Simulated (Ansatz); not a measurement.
Cl₂H₂O₂Ti···NH₂ (doublet)

```xyz
10

Ti   -0.0466   -0.1133   -0.0888
Cl   -0.0605   -0.0852    2.2418
O     1.6169   -0.0922   -0.6981
H     2.3047   -0.7808   -0.6287
O    -0.8478    1.3320   -0.7257
H    -1.7744    1.6191   -0.6166
Cl   -1.0831   -1.9351   -0.7702
N    -0.4043    0.2462    5.1358
H    -0.2202   -0.7822    5.0792
H     0.5702    0.6081    5.0157
```

Not at a stationary point (largest force 1.3 eV/Å).

All numbers below come from UKS PBE/def2-SVP in Ansatz.

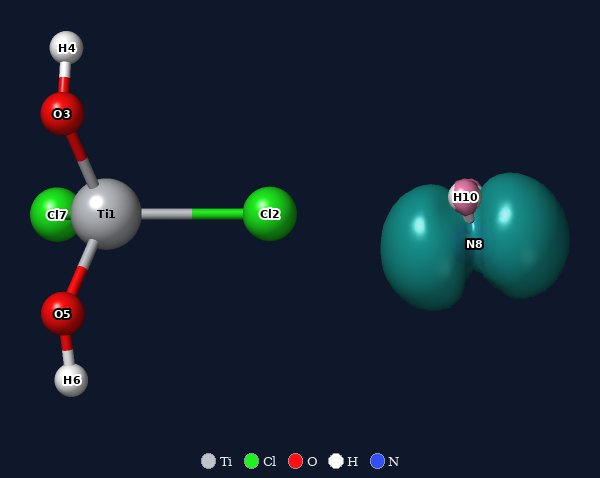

Figure 1. Isosurfaces of the spin density (α minus β) at +0.03 (teal) and −0.03 e/Å³ (pink), seen across its widest extent.

Where is the unpaired spin?

The unpaired spin (1 electron) lies mostly on N8 (about 0.9), in electrons by Hirshfeld's partition.

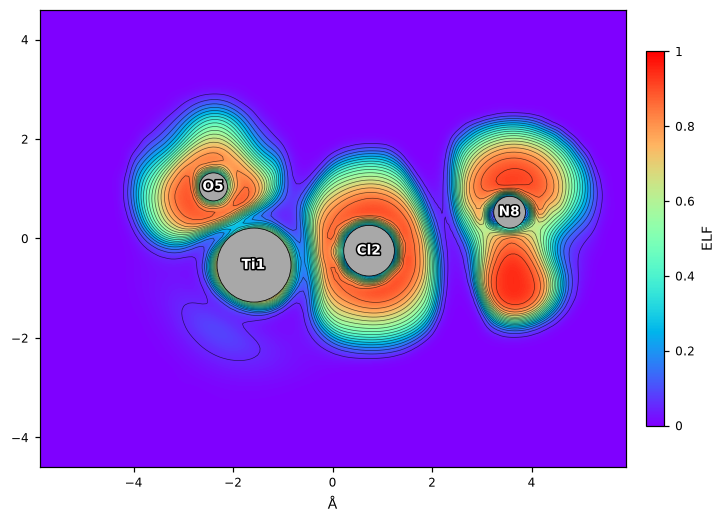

Figure 2. ELF on the plane of atoms Cl2, Ti1 and O5. Grey discs cover the atomic cores.

Describe what can be read from this map.

The plane passes through Ti, Cl, O and N nuclei.
N8···Cl2 (2.93 Å): the ELF dips to about 0.05 between them.
Ti–O (1.77 Å): the ELF peaks at about 0.85 in the valence shell of O, 0.5 Å from its nucleus, and drops to about 0.25 between the two atoms.
Ti–Cl (2.33 Å): the ELF peaks at about 0.85 in the valence shell of Cl, 0.8 Å from its nucleus, and is about 0.40 at the midpoint.
The ELF also peaks beside N8, away from the bonds: non-bonding electrons, paired or unpaired.

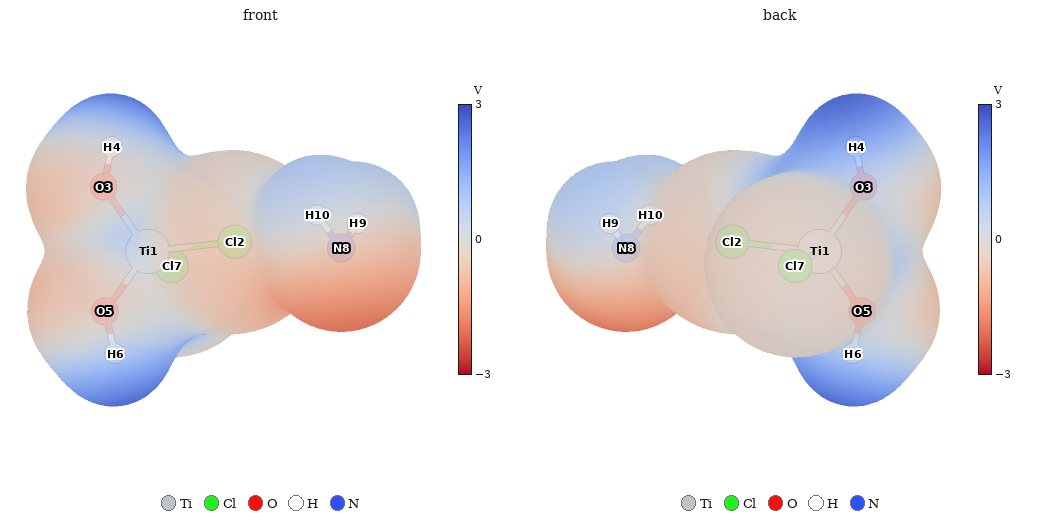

Figure 3. The electrostatic potential painted on the density surface at 0.001 e/bohr³, seen from the front and from behind; red is negative and blue positive.

Describe the electrostatic potential map.

The most negative region (about −1.9 V) lies over N8, the most positive (about +2.4 V) over H4 and H6. N8 is the likeliest acceptor of a hydrogen bond.
